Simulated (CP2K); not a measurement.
Consider nitric acid at its PBE geometry (Å).

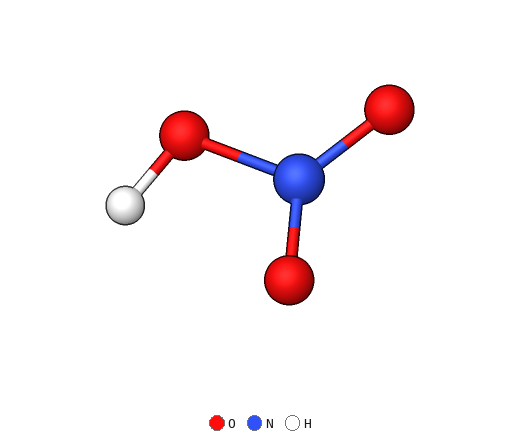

The molecule (oxygen red, nitrogen blue, hydrogen white).

```xyz
5

O     0.7111   -0.7671   -0.1244
N    -0.4470    0.0898    0.0496
O    -1.5029   -0.4956    0.0614
O    -0.2016    1.2815    0.1552
H     1.4404   -0.1086   -0.1418
```

Method: CP2K XAS_TDP, all-electron GAPW, PBEh(45%), aug-cc-pVTZ, TDA, GW2X-corrected core level, no relativity.

Q: Where do the O K-edge lines lie, and how strong are they?

Leading lines: O1 532.70 eV, O3 530.16 eV and O4 530.27 eV. The leading line of an atom is its first one with 35 % of the strongest within 2.5 eV of its lowest line over the strength cut. Core ionisation energies at this level: O3 538.15, O4 538.02 and O1 539.15 eV.

The first six lines of each atom with a strength over 0.0015:

```csv
atom,energy (eV),states,"strength, one atom",above the computed threshold
O1 (bonded to N and H),532.70,1,0.0621,
,533.60,1,0.0092,
,535.34,1,0.0221,
,538.18,1,0.0111,
,538.70,1,0.0095,
,540.57,1,0.0016,yes
O3 (bonded to N),530.16,1,0.0392,
,534.81,1,0.0217,
,536.62,1,0.0030,
,538.01,1,0.0085,
,538.10,1,0.0039,
,538.60,1,0.0184,yes
O4 (bonded to N),530.27,1,0.0363,
,534.59,1,0.0229,
,535.90,1,0.0084,
,537.11,1,0.0051,
,537.81,1,0.0049,
,537.96,1,0.0016,
```

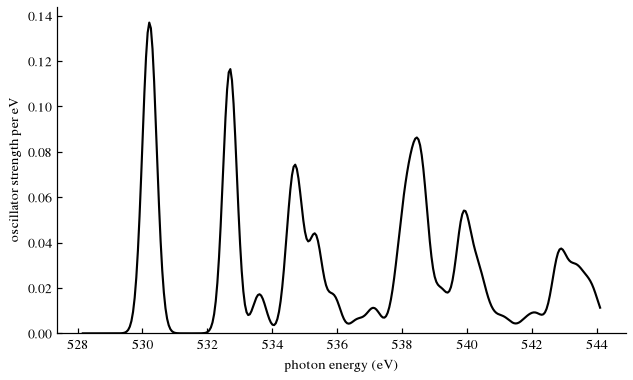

All atoms added, broadened by 0.5 eV.

Lines are vertical, at one geometry, with no vibrational structure. GW2X ionisation energies and lines can be off by 1 to 2 eV either way, and a good line position may hide errors that cancel. These values hold no scalar relativity, about 0.4 eV for O 1s. Rydberg lines, and the discretised continuum above threshold, depend on the basis and the box.

[Banner, clock and machine lines of the logs are left out without a mark of their own.]

[Logs are printed without paths, hosts, clocks, repeated set-up lines and the standing remarks that a program may print on its own settings, such as how far it seeks lower states.]

[Hosts, paths, dates, database ids (printed as entryN), source tags and the programs' standing remarks are cut or masked in the printed files.]
